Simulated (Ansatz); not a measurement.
**Cu$_{2}$H$_{2}$O$_{2}$: single-point calculation**

System: Cu$_{2}$H$_{2}$O$_{2}$ ((CuOH)2 ring).
Method: RKS PBE0-D4/def2-TZVP (Ansatz 0.2.0).

The geometry comes from this level: PBE-D4/def2-SVP.

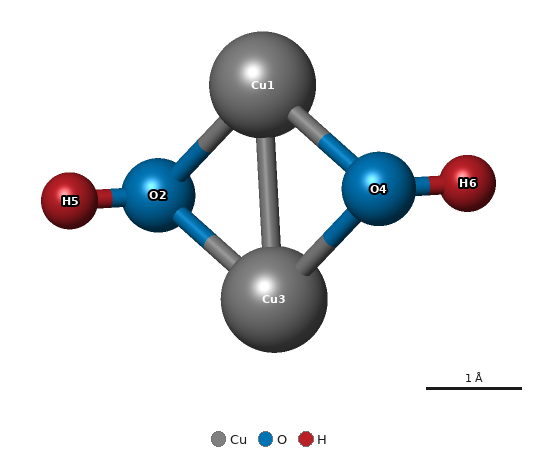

**Figure 1.** The structure (ball-and-stick view, seen at a tilt; atoms are numbered from 1 in the order of the input). Sticks mark near contacts. Bond lengths as drawn: Cu–Cu 2.26 Å, Cu–O 1.99 Å and H–O 0.98 Å.

Summary

```json
{"quantity": "outcome", "value": "converged"}
{"quantity": "total energy", "value": "−93393.6298 eV"}
{"quantity": "mean-field energy", "value": "−93393.5185 eV"}
{"quantity": "dispersion energy", "value": "−0.1112 eV"}
{"quantity": "SCF solution under orbital rotations", "value": "stable"}
{"quantity": "HOMO", "value": "−5.94 eV"}
{"quantity": "LUMO", "value": "−1.77 eV"}
{"quantity": "hardware", "value": "2 threads of Arm Neoverse V2, 23 GiB of memory available, shared host"}
{"quantity": "wall time", "value": "4.5 s (CPU time 8.8 s)"}
{"quantity": "peak memory", "value": "0.48 GiB"}
```

Input
```yaml
crystal:
  periodic: [false, false, false]
  atoms:
    - {symbol: Cu, position_ang: [0.879372, -0.143295, 0.695393]}
    - {symbol: O, position_ang: [-0.148784, 1.544429, 0.506024]}
    - {symbol: Cu, position_ang: [-0.880547, 0.142406, -0.693998]}
    - {symbol: O, position_ang: [0.149296, -1.544407, -0.506690]}
    - {symbol: H, position_ang: [-0.724283, 1.729467, 1.273196]}
    - {symbol: H, position_ang: [0.724955, -1.728610, -1.273924]}
basis:
  gaussian: {orbitals: def2-TZVP, initial_orbitals: start.molden}
hamiltonian: {xc: pbe0, dispersion: d4}
scf: {omitted_lower_state_checks: [starts]}
output: {orbitals: {seedname: orbitals}}
```

Command:
```bash
ansatz run in.yaml --threads 2 --pin off --events-out ev --progress --plain --max-ram 4352MiB
```

Log
```
Functional definition: PBE0
  name "PBE0"
  cite "Adamo & Barone, J. Chem. Phys. 110, 6158 (1999) doi:10.1063/1.478522"
  cite "Perdew, Burke & Ernzerhof, Phys. Rev. Lett. 77, 3865 (1996) doi:10.1103/PhysRevLett.77.3865"
  parent pbe
  parameter a = 0.25
  parameter kappa = 0.804
  parameter beta = 0.06672455060314922
  exchange = (1 - a)*pbe_x(kappa = kappa, mu = beta*pi^2/3) + a*exact_x
  correlation = pbe_c(beta = beta)
these checks for a lower state are left out or cut short: starts
1474 factors; their error is unknown
mean field evaluation 1: about -93389.6017 eV, gradient 1.7e2 eV
mean field evaluation 2: about -93393.2182 eV, gradient 6.1e0 eV
mean field evaluation 4: about -93393.4321 eV, gradient 3.0e-3 eV
mean field -93393.51850793 eV, -3432.1485007660 hartree, gradient 6.0e-5 eV, S^2 0.000000; 0 other end points of the search recorded, 0 dependent functions left out
reference -93393.51854381 eV, -3432.1485020845 hartree; 38, 38 occupied and 126, 126 virtual orbitals, 1474 factors
Total energy: -93393.62976385 eV, -3432.1525893456 hartree
Checks for a lower state left out: starts
```

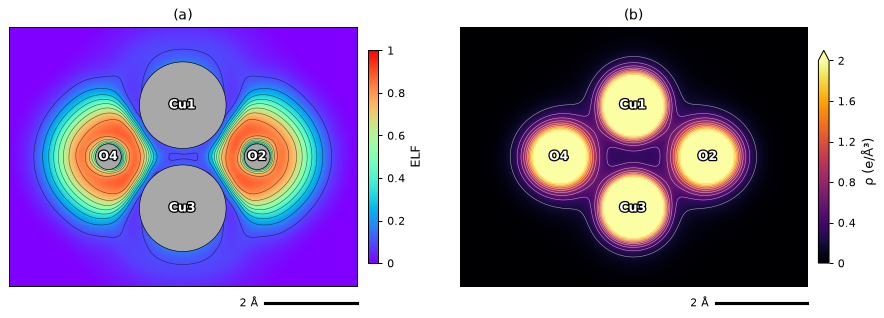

**Figure 2.** (a) ELF; (b) electron density on the plane of atoms Cu1, O2 and Cu3. Grey discs, where drawn, cover atomic cores. Cu–O (1.99 Å): ρ at the midpoint is about 0.56 e/Å³; the ELF peaks at about 0.85 in the valence shell of O, 0.6 Å from its nucleus, and is about 0.15 at the midpoint. Cu–Cu (2.26 Å): ρ at the midpoint is about 0.35 e/Å³; the ELF is about 0.10 at the midpoint.

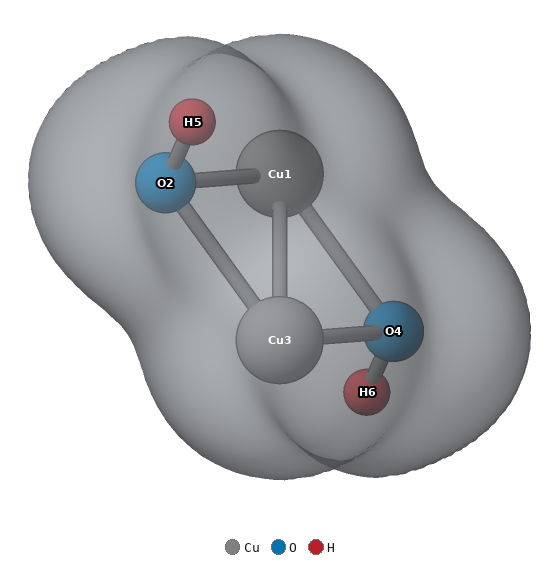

**Figure 3.** Isosurface of the total electron density at 0.05 e/Å³ (grey), seen at an oblique angle. At this value the surface is in one piece. On the grid the lowest density along these lines, outside the cores, is 0.55 e/Å³ (Cu–O, 1.99 Å), 0.35 e/Å³ (Cu–Cu, 2.26 Å) and 2.3 e/Å³ (O–H, 0.98 Å).

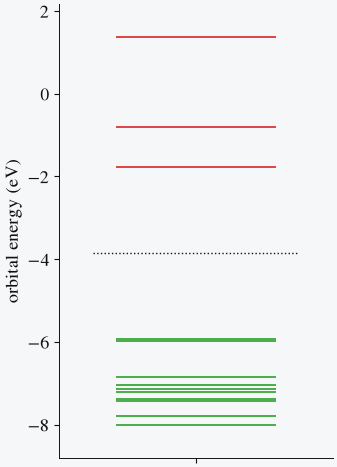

**Figure 4.** Orbital energies near the frontier; the dotted line parts filled from empty levels, and levels within 0.02 eV of each other stand side by side. Highest filled −5.94 eV, lowest empty −1.77 eV, 4.17 eV apart.
